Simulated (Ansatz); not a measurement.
# Br3HOSi: what the fields show

```xyz
6

Br    0.6930   -1.0736   -1.0866
Br   -0.1105    0.8542    1.8566
Br    2.2117    2.1280   -0.5947
O    -0.9177    1.6763   -1.0044
Si    0.3650    0.9569   -0.2799
H    -0.8781    1.8034   -1.9591
```

Geometry: PBE0-D4/def2-SVP.

Theory: isolated molecule in a Gaussian basis; Kohn-Sham density functional theory, functional PBE0 in Ansatz 0.2.0.

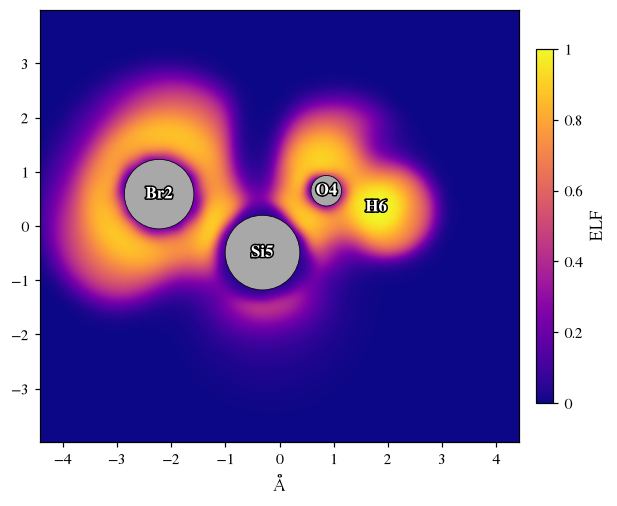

Figure 1. ELF on the plane of atoms Si5, O4 and H6. Grey discs cover the atomic cores.

**Interpret the plot.**

Atoms in the plane: Br, O, Si and H. Si–O (1.64 Å): the ELF peaks at about 0.90 between the atoms, as expected for a polar covalent bond. Si–Br (2.19 Å): the ELF peaks at about 0.90 between the atoms; a polar covalent bond. O–H (0.96 Å): the ELF climbs to about 1 towards the hydrogen, as it does in any bond to H (an ordinary covalent bond to hydrogen). The ELF also peaks beside Br2 and O4, away from the bonds: lone-pair regions.

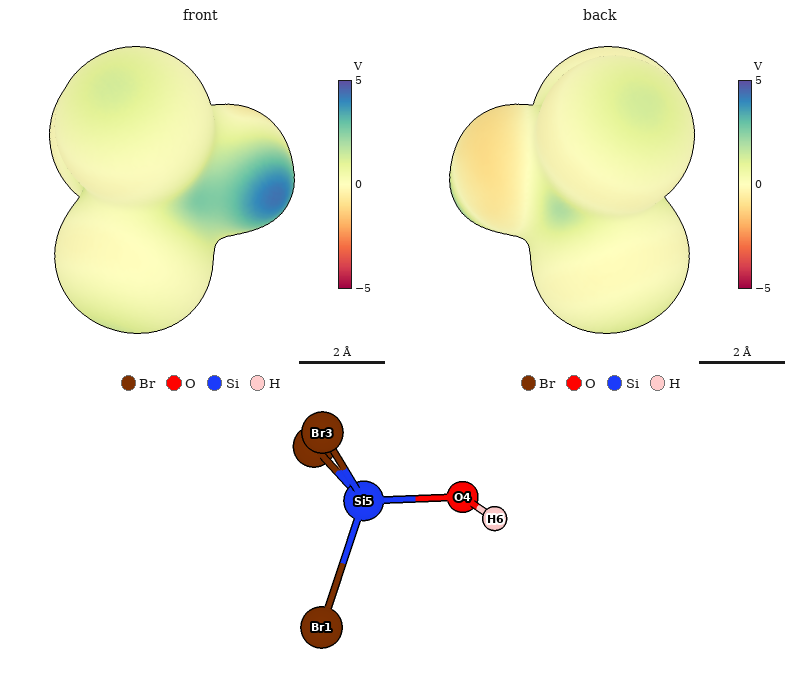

Figure 2. The molecular electrostatic potential painted on the density surface at 0.004 e/bohr³, seen from the front and from behind; red is negative and blue positive. The bare structure is drawn below in the same view.

**Which sites attract a positive test charge, and which a negative one?**

A positive charge is drawn to the negative regions and a negative charge to the positive ones. The most negative region (about −1.0 V) lies over O4, the most positive (about +4.1 V) over H6. Br1 shows a σ-hole: about +1.2 V at the tip opposite its bond, against about 0.0 V on its flanks. Br2 shows a σ-hole: about +1.3 V at the tip opposite its bond, against about −0.1 V on its flanks. Br3 shows a σ-hole: about +1.3 V at the tip opposite its bond, against about 0.0 V on its flanks.

**What dipole moment does the calculation give?**

Its dipole moment is 1.39 D.

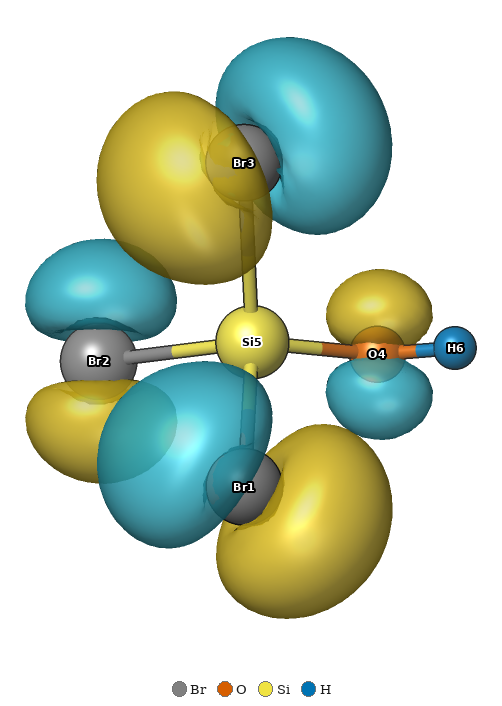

Figure 3. The HOMO−1 at ±0.1 Å⁻³ᐟ² (yellow and cyan are the two phases), seen across its widest extent.

**What is the character of this orbital?**

By Hirshfeld shares it lies mainly on Br1 (about 40 %), Br3 (about 40 %) and Br2 (about 10 %); largely a combination of lone pairs on Br1, Br3 and Br2. Its energy is −8.79 eV.
